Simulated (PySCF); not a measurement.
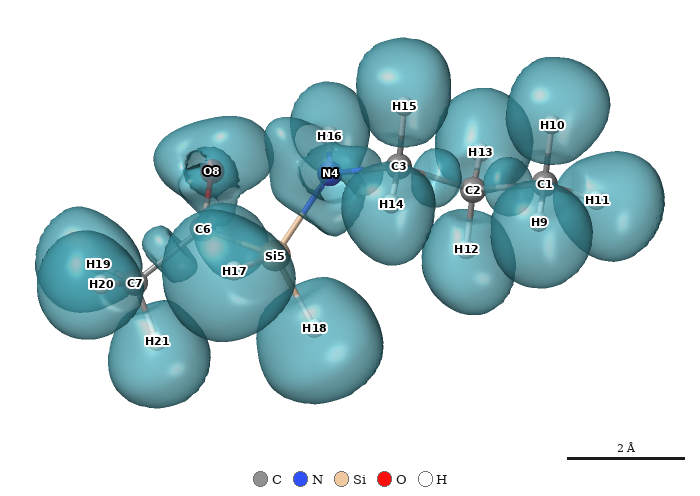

C$_{5}$H$_{13}$NOSi. Isosurface of the ELF at 0.75 (cyan), seen at an oblique angle. Core shells and regions of very low density are left out.

Geometry: GFN2-xTB.

Theory: PBE0/pcSseg-1, SCF density, gas phase, non-relativistic (PySCF).

```xyz
21

C    -3.6412   -0.1493   -0.3739
C    -2.1983   -0.5492   -0.0958
C    -1.4142    0.5821    0.5739
N    -0.0344    0.2436    0.8175
Si    1.2406    0.4781   -0.2886
C     2.7175   -0.3906    0.5717
C     4.0811   -0.1353   -0.0071
O     2.5497   -1.1179    1.5257
H    -3.6758    0.7112   -1.0386
H    -4.1496    0.1121    0.5516
H    -4.1813   -0.9682   -0.8426
H    -1.6978   -0.8144   -1.0296
H    -2.1775   -1.4275    0.5533
H    -1.4299    1.4650   -0.0686
H    -1.8952    0.8430    1.5237
H     0.0713   -0.4961    1.4985
H     1.5012    1.9137   -0.4413
H     1.1079   -0.1084   -1.6353
H     4.8517   -0.6957    0.5184
H     4.2913    0.9301    0.0554
H     4.0738   -0.4093   -1.0596
```

Where are the electrons localised?

Answer. The ELF exceeds this value in three regions between bonded C–C atoms (shared pairs), one region between bonded C–Si atoms (shared pairs), twelve regions around hydrogen nuclei, one region on O in which the atom's valence shell and bonds are merged and one joined region spread over several atoms (H, N), in which their bonds and any lone pairs are merged. Profiles from the grid: C–O (1.21 Å): the ELF peaks at about 0.85 between the atoms; a multiple bond. C–N (1.44 Å): the ELF peaks at about 0.95 between the atoms; a shared electron pair.
